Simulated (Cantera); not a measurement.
Feed: 1 mol CuO, 18 mol H2, 0.79 mol N2, equilibrated at 1650 K.

Method: chemical equilibrium by Gibbs-energy minimisation in Cantera with the NASA 1993 tables (ideal gas, pure condensed phases). Candidate condensed phases: Cu, CuO, Cu(OH)2, Cu2O, H2O; 27 gas species. Kinetics and transport are ignored.

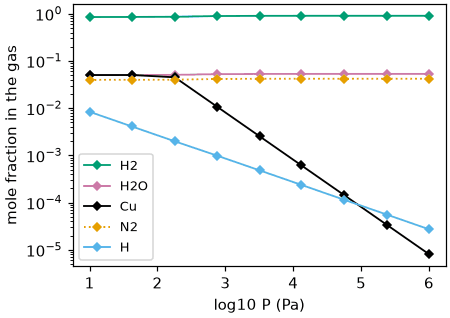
Fig. 1. Equilibrium gas composition (values under 1e-9 drawn at 1e-9)

From 10.0 Pa to 42.0 Pa nothing is condensed. From 180 Pa to 1000000 Pa the condensed part is Cu(l). The main Cu-bearing gas is Cu throughout.
